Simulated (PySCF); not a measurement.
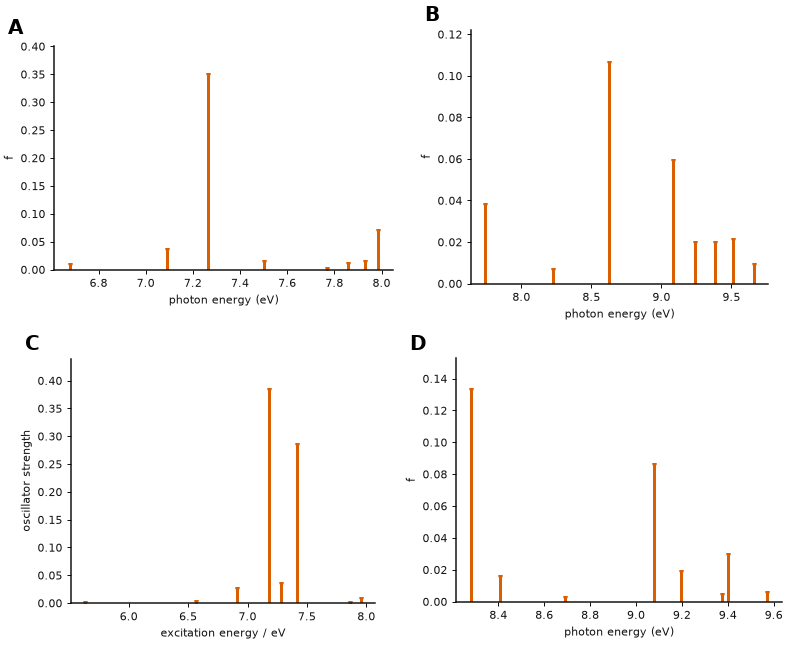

Vertical TDDFT excitations, ωB97X-D/def2-SVPD with PySCF, at a GFN2-xTB geometry (no frequency check), gas phase. Each panel shows the lowest singlet states that were computed.

### Pair each panel with its molecule.
1. C₄H₁₀ClFSi, SMILES CCC[Si@@](C)(F)Cl
2. C₂H₄ClF₃Si, SMILES C[Si@](F)(Cl)C(F)F
3. C₃H₉B₂N, SMILES BNBCC=C
4. C₅H₁₀NPSi, SMILES N#C[C@@H]1CC[Si@@H](P)C1

A: 4 (S1 at 6.68 eV, brightest at 7.26 eV)
B: 2 (S1 at 7.74 eV, brightest at 8.62 eV)
C: 3 (S1 at 5.63 eV, brightest at 7.18 eV)
D: 1 (S1 at 8.28 eV, brightest at 8.28 eV)

Limits of at least one run: core orbitals are frozen in the response; one conformer of a flexible molecule; the tight-binding geometry is rougher than a DFT one and adds to the error.
